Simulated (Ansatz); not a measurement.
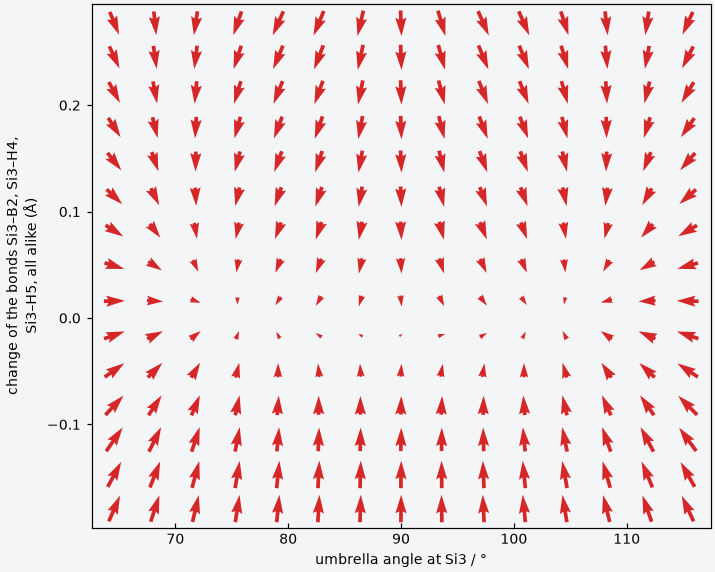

BH₂SSi, SMILES [SiH2]=B[S], spin multiplicity 2. 
- The first coordinate is: umbrella angle at Si3 (between each of its bonds and their common axis; 90 is planar); the second: change of the bonds Si3–B2, Si3–H4, Si3–H5, all alike.
- Nothing is relaxed (all other coordinates rigid).
- The scan uses a 15 × 15 grid.
- Points are written as (first, second).
- The calculation used UKS B3LYP-D4/def2-TZVP (Ansatz 0.2.0).

Drawn: arrows along the force (downhill), their lengths compressed.

The arrows alone are given. Where are the wells?

Answer. The arrows converge at about (103°, 0.000 Å); about (76°, 0.00 Å) (0.018 eV up) (read from the interpolated surface).

The energy map of the same scan:

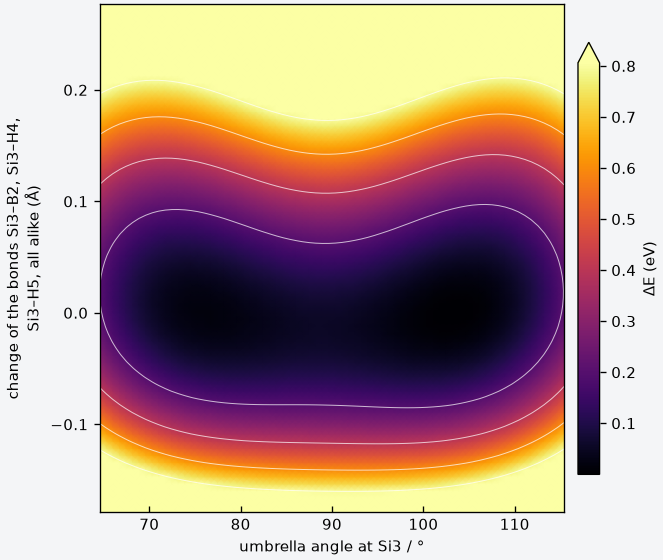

Energies are in eV, from the relaxed molecule at the same level; between grid points the surface is interpolated.
